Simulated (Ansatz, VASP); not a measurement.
**Cross-check of ZnCdSO between VASP and Ansatz**

One calculation is typed for both programs; each brings its own data sets and cutoff. How far apart do they land? The cell is invented: As first built, before any earlier steps moved the atoms: it takes the ZnCdSeS structure with some of its atoms replaced by other elements, volume scaled by an estimate. It may not be a known or stable phase. The cell comes out of the VASP series on this material, whose earlier steps may have relaxed, scaled or displaced it; both programs get it as it stands.

Calculated with Ansatz 0.2.0; plane waves, with VASP 6.6.1 beside it; relaxation of cell and atoms at r2SCAN.

## (1) Set-up

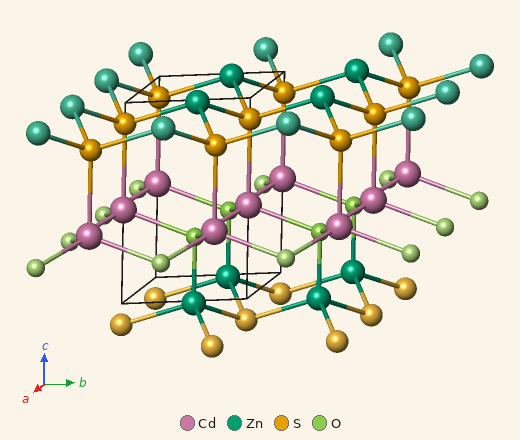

The cell as given, slightly off an axis (cadmium pink, zinc teal, sulfur orange, oxygen green). 2×2×1 cells are drawn. Some periodic images of atoms are drawn too.

## (2) Ansatz: relaxation of cell and atoms, r2SCAN

Ansatz runs on its default PAW (the set named soft_2) files.

The relaxed volume is the usual yardstick between codes: its relative difference is about their pressure difference at one cell divided by the bulk modulus.

File input.yaml:

```yaml
crystal:
  lattice:
    - [3.7365930022, 0.0, 0.0]
    - [-1.8682965011, 3.2359847172, 0.0]
    - [0.0, 0.0, 5.9507928782]
  atoms:
    - { symbol: Cd, position: [0.0, 0.0, 0.4664489276] }
    - { symbol: Zn, position: [0.33333333, 0.66666667, 0.0305405338] }
    - { symbol: S, position: [0.0, 0.0, 0.8949961612] }
    - { symbol: O, position: [0.33333333, 0.66666667, 0.3600143774] }
hamiltonian:
  xc: r2scan
  pseudopotentials: { kind: paw }
kpoints:
  mp_grid: { grid: [7, 7, 4] }
scf:
  occupations: { method: gaussian, width: 0.05 }
relax:
  f_tol: 0.01
  max_steps: 60
  cell: { stress_tol: 0.05 }
output:
  forces: true
  stress: true
```

Run with:

```bash
$ ansatz run input.yaml --threads 4 --pin off --max-ram 9216MiB --backend cpu --events-out ev --progress --plain --runs-dir out
```

Numbers of over 12 decimals in the logs are rounded to 6 here.

Output:

```text
Engine: ansatz 0.2.0, aarch64-unknown-linux-gnu
Pseudopotentials: kind: paw
Pseudopotential: Cd, paw, valence charge 20, recommended cutoff 500 eV (meta_gga), Cd.paw.azcp
Pseudopotential: Zn, paw, valence charge 12, recommended cutoff 500 eV (meta_gga), Zn.paw.azcp
Pseudopotential: S, paw, valence charge 6, recommended cutoff 500 eV (meta_gga), S.paw.azcp
Pseudopotential: O, paw, valence charge 6, recommended cutoff 500 eV (meta_gga), O.paw.azcp
Functional definition: r2SCAN
  parameter k0 = 0.174
  parameter k1 = 0.065
  parameter a1 = 4.9479
  exchange = r2scan_x(k0 = k0, k1 = k1, a1 = a1)
  correlation = r2scan_c
Crystal: 4 atoms, lattice volume = 71.954 Å³
Basis set: ecut = 500 eV, 1797 PW (Γ), exchange–correlation on 120×120×180 points (64 copies of the dense FFT grid, shifted against one another)
Bands: 27, of which v1, the nominal top of the filled ones, is band 22 counted from 1 (21 counted from 0)
Symmetry: 6 space group operations
Space group: P3m1 (ITA 156), of the structure as read, at distance tolerance 4.2e-5 Å
k-points: 28 of 196 (time reversal used)
Non-local potential: Cd, projectors of the file, l = 0: 3, l = 1: 2, l = 2: 2, l = 3: 1
Non-local potential: Zn, projectors of the file, l = 0: 2, l = 1: 2, l = 2: 3, l = 3: 1
Non-local potential: S, projectors of the file, l = 0: 2, l = 1: 2, l = 2: 2
Non-local potential: O, projectors of the file, l = 0: 2, l = 1: 2, l = 2: 1
PAW form: soft (Blöchl's): semilocal exchange-correlation on the pseudo side does not see the compensation charge
PAW frozen core: Cd, regenerated for the run's functional (the file was generated under x = pbe(κ = 0.804, μ = 0.219515), c = pbe(β = 0.066725))
PAW frozen core: Zn, regenerated for the run's functional (the file was generated under x = pbe(κ = 0.804, μ = 0.219515), c = pbe(β = 0.066725))
PAW frozen core: S, regenerated for the run's functional (the file was generated under x = pbe(κ = 0.804, μ = 0.219515), c = pbe(β = 0.066725))
PAW frozen core: O, regenerated for the run's functional (the file was generated under x = pbe(κ = 0.804, μ = 0.219515), c = pbe(β = 0.066725))
PAW one-centre angular grid: Cd, 590 points (default); XC on 160 Gauss nodes
PAW one-centre angular grid: Zn, 590 points (default); XC on 261 of its mesh's 2673 points in the sphere
PAW one-centre angular grid: S, 302 points (default); XC on 160 Gauss nodes
PAW one-centre angular grid: O, 302 points (default); XC on 160 Gauss nodes
Initial density: superposition of atomic densities (neutral atoms: chi_scale 0, normalization atom), corrected by the library's trained network
Initial wavefunctions: pseudopotential atomic-orbital guess
Functional: x = r2scan, c = r2scan; τ floored in thin density (d = 2e-4 eV/Å³)
SCF iter   1: F=—  HF=-13070.069335 eV  |F-HF|=—  |Δ(HF+E_count)|=         —  Δρ=1.41e-2  dr2=9.31e-2  dr2_τ=6.62e-2  ethr=1.77e-3  ⟨swp⟩=5.8  Hψ=3244  notcnv=0
preconditioner: auto → Resta (q_TF=auto, 2.514 Å⁻¹)  ε∞=5.3  [insulator: Δε(μ)=0.686 eV  Ē_g=12.617 eV  σ=0.050 eV  W_gap=1.00  n_scr=22 (ndim 8)  ℏωp=26.3 eV  f_vac=0.092  D(μ)=0.00/eV (n_scr^D=0)  ε∞_Penn≈5.3]
SCF iter   2: F=—  HF=-13070.087062 eV  |F-HF|=—  |Δ(HF+E_count)|=   1.77e-2  Δρ=4.20e-3  dr2=6.60e-3  dr2_τ=1.91e-3  ethr=2.12e-4  ⟨swp⟩=2.0  Hψ=1597  notcnv=0  defer=28
SCF iter   3: F=—  HF=-13070.085748 eV  |F-HF|=—  |Δ(HF+E_count)|=   1.31e-3  Δρ=3.44e-3  dr2=4.71e-3  dr2_τ=2.91e-4  ethr=1.50e-5  ⟨swp⟩=2.0  Hψ=1165  notcnv=0
automatic band count: iteration 3 solves 26 bands in place of 27: the levels show a gap, and the empty bands left out lie too high to hold charge; the band table lists the bands solved (type scf.n_extra_bands for more)
SCF iter   4: F=—  HF=-13070.085564 eV  |F-HF|=—  |Δ(HF+E_count)|=   1.83e-4  Δρ=1.01e-3  dr2=8.46e-4  dr2_τ=7.42e-5  ethr=1.07e-5  ⟨swp⟩=2.0  Hψ=891  notcnv=0
SCF iter   5: F=—  HF=-13070.085464 eV  |F-HF|=—  |Δ(HF+E_count)|=   1.00e-4  Δρ=3.06e-4  dr2=8.97e-5  dr2_τ=5.91e-6  ethr=1.92e-6  ⟨swp⟩=2.0  Hψ=1225  notcnv=0
SCF iter   6: F=—  HF=-13070.085465 eV  |F-HF|=—  |Δ(HF+E_count)|=   7.27e-7  Δρ=1.30e-4  dr2=2.15e-5  dr2_τ=1.03e-6  ethr=2.04e-7  ⟨swp⟩=2.7  Hψ=1371  notcnv=0
SCF iter   7: F=—  HF=-13070.085462 eV  |F-HF|=—  |Δ(HF+E_count)|=   2.80e-6  Δρ=3.50e-5  dr2=1.18e-6  dr2_τ=2.39e-8  ethr=4.90e-8  ⟨swp⟩=2.3  Hψ=1147  notcnv=0
SCF iter   8: F=—  HF=-13070.085462 eV  |F-HF|=—  |Δ(HF+E_count)|=   1.70e-7  Δρ=1.65e-5  dr2=2.40e-7  dr2_τ=6.41e-9  ethr=2.68e-9  ⟨swp⟩=2.2  Hψ=1231  notcnv=0
SCF iter   9: F=-13070.085462 eV  HF=-13070.085462 eV  |F-HF|=2.19e-9  |Δ(HF+E_count)|=   3.14e-8  Δρ=4.84e-6  dr2=1.63e-8  dr2_τ=1.03e-9  ethr=2.27e-10  ⟨swp⟩=4.0  Hψ=2689  notcnv=0
SCF 1 converged in 9 iterations: F = -13070.085462 eV  dr2 = 1.63e-8
  greatest PAW one-centre occupation: 1.002 electrons in one spin orbital (limit 2), on the Cd atom at site 0 (counted from 0), in its partial waves of l = 1
relax step   1: F+E_penalty+E_count = -13070.08546218 eV  Δ(F+E_penalty+E_count) = +0.000e0 eV  max|allowed force component| = 1.016e-1 eV/Å  Δτ_max = 0.0000 Å  P = -0.569 GPa  Ω = 71.954 Å³  (9 SCF iters, dr2 threshold 1.00e-7 eV, accepted)
[...]
relax step   2: F+E_penalty+E_count = -13070.08723883 eV  Δ(F+E_penalty+E_count) = -1.777e-3 eV  max|allowed force component| = 3.115e-2 eV/Å  Δτ_max = 0.0104 Å  P = -0.042 GPa  Ω = 71.542 Å³  energy of the carried Pulay correction = +1.641e-4 eV  (7 SCF iters, dr2 threshold 4.00e-7 eV, accepted)
[...]
relax step   3: F+E_penalty+E_count = -13070.08730842 eV  Δ(F+E_penalty+E_count) = -6.958e-5 eV  max|allowed force component| = 8.100e-3 eV/Å  Δτ_max = 0.0020 Å  P = -0.012 GPa  Ω = 71.537 Å³  energy of the carried Pulay correction = +1.660e-4 eV  (6 SCF iters, dr2 threshold 6.06e-8 eV, accepted)
[...]
relax step   4: F+E_penalty+E_count = -13070.08731605 eV  Δ(F+E_penalty+E_count) = -7.631e-6 eV  max|allowed force component| = 2.507e-3 eV/Å  Δτ_max = 0.0002 Å  P = -0.001 GPa  Ω = 71.531 Å³  energy of the carried Pulay correction = +1.686e-4 eV  (4 SCF iters, dr2 threshold 8.29e-9 eV, accepted)
[...]
relax step   5: F+E_penalty+E_count = -13070.08714176 eV  Δ(F+E_penalty+E_count) = +1.743e-4 eV  max|allowed force component| = 2.477e-3 eV/Å  Δτ_max = 0.0000 Å  P = -0.002 GPa  Ω = 71.531 Å³  stress off target by 1.70e-2 GPa  SCF on the basis re-selected at this cell (its energy is not comparable with the rows above)  (5 SCF iters)
basis re-selected at this cell: Δ(F+E_penalty+E_count) = +1.743e-4 eV, ΔP = -0.001 GPa vs the last step (what re-selecting the basis moved, of the pressure what is left beyond the Pulay correction that the steps carried, after the strain that the cell walked since its last selection, with what the two solves' SCF thresholds leave and, on support functions, any second-order correction that the steps lacked; it is no m [...]
SCF converged after 5 iterations
Free energy (F): -13070.087142 eV
Harris-Foulkes:  -13070.087142 eV  (|F-HF|=9.09e-12)
Internal energy: -13070.087142 eV  (E = F + TS)
E sigma→0 (E₀):  -13070.087142 eV
Fermi energy:    7.547145 eV
--- Per-component energies (eV) ---
  E_band       = -496.552778
  E_kinetic    = 918.379462
  E_local      = -6140.654621  (includes V_loc(G=0)·N_el)
  E_nonlocal   = 731.215389
  E_hartree    = 2739.337577
  E_xc         = -456.967611
  E_vxc        = -498.869777  (∫ρ·V_xc dr)
  E_paw        = -6727.529665  (= ΣΔE_a)
  E_vpaw       = -1016.621383  (= ΣTr[D̂ρ^β])
  E_aug_tail   = 0.000937  (compensation charges beyond the density's cutoff)
  E_vtau       = 31.322139  (kinetic-family band-sum trace: ∫τ·v_τ [+ j·A + Jᵃ·Aᵃ] dr)
  E_ewald      = -4132.979512
  E_core_change = -0.889097  (= ΣΔE_core)
  E_smearing   = -0.000000  (= −TS)
  E_closure    = -0.000000  (closes the sum)
  Σ components = -13070.087142   (vs F -13070.087142, Δ=0.00e0)
--- Forces (eV/Å), atoms counted from 1 ---
  atom   1  Cd     0.00000000    -0.00000000     0.00140519
  atom   2  Zn     0.00000000     0.00000000     0.00248381
  atom   3  S      0.00000000    -0.00000000    -0.00126867
  atom   4  O     -0.00000000    -0.00000000    -0.00242978
  max |Σ_I F_I| component: 1.91e-4 eV/Å
--- Stress (GPa, compression-positive) ---
        0.005022      -0.000000      -0.000000
        0.000000       0.005022       0.000000
       -0.000000       0.000000      -0.016969
  P = ⅓ Tr σ = -0.0023 GPa (-0.023 kbar)
--- Relaxed structure (4 steps of the walk, 4 accepted, 1 SCFs on fresh bases) ---
  F+E_penalty+E_count = -13070.08714176 eV   max|allowed force component| = 2.477e-3 eV/Å   (the final SCF, on the basis selected at the relaxed cell)
  cell:  # Å, volume = 71.5308 Å³
    - [3.730898, 0.0, -1.2096300215989208e-18]
    - [-1.865449, 3.231053, 6.048150107994609e-19]
    - [-1.9264226613357483e-18, 0, 5.933835]
  atoms:
    - { symbol: Cd, position: [-1.874957041864753e-17, 1.8503717008154228e-17, 0.464363] }
    - { symbol: Zn, position: [0.333333, 0.666667, 0.031694] }
    - { symbol: S, position: [-1.85143027889432e-17, 1.8503717008154228e-17, 0.894906] }
    - { symbol: O, position: [0.333333, 0.666667, 0.361037] }
```

The job ended after 13 s (4 threads of Arm Neoverse V2, shared host; peak memory 0.56 GiB; 48 s of CPU time).

## (3) VASP: relaxation of cell and atoms, r2SCAN

The same cell, functional, mesh and smearing now go to VASP, with its own data sets and cutoff.

Lines of VASP's logs that name or quote its potential files are left out, and so is its time.

File INCAR:

```
SYSTEM = ZnCdSO
PREC = Accurate
ENCUT = 520
EDIFF = 1E-06
NELM = 100
ISMEAR = 0
SIGMA = 0.05
LREAL = .FALSE.
ALGO = Normal
METAGGA = R2SCAN
LASPH = .TRUE.
NBANDS = 24
LORBIT = 11
LWAVE = .FALSE.
LCHARG = .FALSE.
KPAR = 2
IBRION = 2
NSW = 60
ISIF = 3
EDIFFG = -0.01
```

File POSCAR:

```
ZnCdSO
1.0
    3.7365930022      0.0000000000      0.0000000000
   -1.8682965011      3.2359847172      0.0000000000
    0.0000000000      0.0000000000      5.9507928782
Cd Zn S O
1 1 1 1
Direct
    0.0000000000      0.0000000000      0.4664489276
    0.3333333300      0.6666666700      0.0305405338
    0.0000000000      0.0000000000      0.8949961612
    0.3333333300      0.6666666700      0.3600143774
```

File KPOINTS:

```
Automatic mesh
0
Gamma
7 7 4
0 0 0
```

Potentials, in the order of the species: Cd, Zn, S and O (PBE family, release 64).

Run with:

```bash
$ mpirun -np 2 vasp_std
```

Output:

```text
[banner, memory and clock lines left out]
running    2 mpi-ranks, on    1 nodes
 distrk:  each k-point on    1 cores,    2 groups
 distr:  one band on    1 cores,    1 groups

 POSCAR found type information on POSCAR CdZnS O
 POSCAR found :  4 types and       4 ions
|                                                                             |
|               ----> ADVICE to this user running VASP <----                  |
|                                                                             |
|     You enforced a specific xc type in the INCAR file but a different       |
|     [... a line on the potential file left out ...]
|     I HOPE YOU KNOW WHAT YOU ARE DOING!                                     |
|                                                                             |

 LDA part: xc-table for (None), standard interpolation
 POSCAR, INCAR and KPOINTS ok, starting setup
 FFT: planning ... GRIDC
 FFT: planning ... GRID_SOFT
 FFT: planning ... GRID
 WAVECAR not read
 entering main loop
       N       E                     dE             d eps       ncg     rms          rms(c)
DAV:   1     0.242938218318E+03    0.24294E+03   -0.18096E+04  1344   0.171E+03
DAV:   2    -0.350242497796E+02   -0.27796E+03   -0.26529E+03  1488   0.402E+02
DAV:   3    -0.577251040557E+02   -0.22701E+02   -0.22543E+02  1656   0.119E+02
DAV:   4    -0.580453318726E+02   -0.32023E+00   -0.32009E+00  1464   0.148E+01
DAV:   5    -0.580489284725E+02   -0.35966E-02   -0.35965E-02  1696   0.149E+00    0.125E+01
DAV:   6    -0.471318307949E+02    0.10917E+02   -0.78290E+00  1744   0.619E+01    0.115E+01
DAV:   7    -0.473992752791E+02   -0.26744E+00   -0.34890E+00  1344   0.160E+01    0.741E+00
DAV:   8    -0.474885317781E+02   -0.89256E-01   -0.11297E+00  1744   0.998E+00    0.306E+00
DAV:   9    -0.473996335149E+02    0.88898E-01   -0.38073E-01  1536   0.592E+00    0.109E+00
DAV:  10    -0.473985023727E+02    0.11311E-02   -0.12493E-01  1424   0.305E+00    0.500E-01
DAV:  11    -0.473956963651E+02    0.28060E-02   -0.13585E-02  1608   0.970E-01    0.171E-01
DAV:  12    -0.473958446055E+02   -0.14824E-03   -0.25677E-03  1408   0.365E-01    0.788E-02
DAV:  13    -0.473959725195E+02   -0.12791E-03   -0.21119E-04  1816   0.153E-01    0.684E-02
DAV:  14    -0.473958976590E+02    0.74861E-04   -0.28607E-04  1704   0.136E-01    0.221E-02
DAV:  15    -0.473958952410E+02    0.24181E-05   -0.34292E-05  1384   0.422E-02    0.663E-03
DAV:  16    -0.473958962298E+02   -0.98886E-06   -0.12514E-06  1104   0.132E-02
   1 F= -.47395896E+02 E0= -.47395896E+02  d E =-.473959E+02
[...]
2 F= -.47396145E+02 E0= -.47396145E+02  d E =-.248425E-03
[...]
3 F= -.47396171E+02 E0= -.47396171E+02  d E =-.274478E-03
[...]
4 F= -.47396180E+02 E0= -.47396180E+02  d E =-.283773E-03
[...]
5 F= -.47396180E+02 E0= -.47396180E+02  d E =-.284084E-03
 curvature:  -0.31 expect dE=-0.483E-04 dE for cont linesearch -0.114E-06
 trial: gam= 0.42515 g(F)=  0.457E-04 g(S)=  0.111E-03 ort = 0.113E-04 (trialstep = 0.109E+01)
 search vector abs. value=  0.229E-03
 bond charge predicted
       N       E                     dE             d eps       ncg     rms          rms(c)
DAV:   1    -0.473971237045E+02   -0.94334E-03   -0.87043E-02  1344   0.268E+00    0.263E-01
DAV:   2    -0.473963345708E+02    0.78913E-03   -0.48850E-03  1648   0.114E+00    0.897E-02
DAV:   3    -0.473962555303E+02    0.79040E-04   -0.25573E-04  1504   0.187E-01    0.670E-02
DAV:   4    -0.473962361064E+02    0.19424E-04   -0.38706E-05  1704   0.511E-02    0.349E-02
DAV:   5    -0.473962339812E+02    0.21252E-05   -0.52196E-06  1784   0.336E-02    0.554E-03
DAV:   6    -0.473962345373E+02   -0.55612E-06   -0.20574E-06  1048   0.170E-02
   6 F= -.47396235E+02 E0= -.47396235E+02  d E =-.542238E-04
 trial-energy change:   -0.000054  1 .order   -0.000086   -0.000176    0.000005
 step:   0.8926(harm=  1.0614)  dis= 0.00140  next Energy=   -47.396235 (dE=-0.548E-04)
 reached required accuracy - stopping structural energy minimisation
```

(Part 1 of 2 ends here.)

[Lines on the potential files, build, host, timing and source positions are cut from VASP's logs without a mark.]

[Logs are printed without paths, hosts, clocks, repeated set-up lines and the standing remarks that a program may print on its own settings, such as how far it seeks lower states.]

[Hosts, paths, dates, database ids (printed as entryN), source tags and the programs' standing remarks are cut or masked in the printed files.]
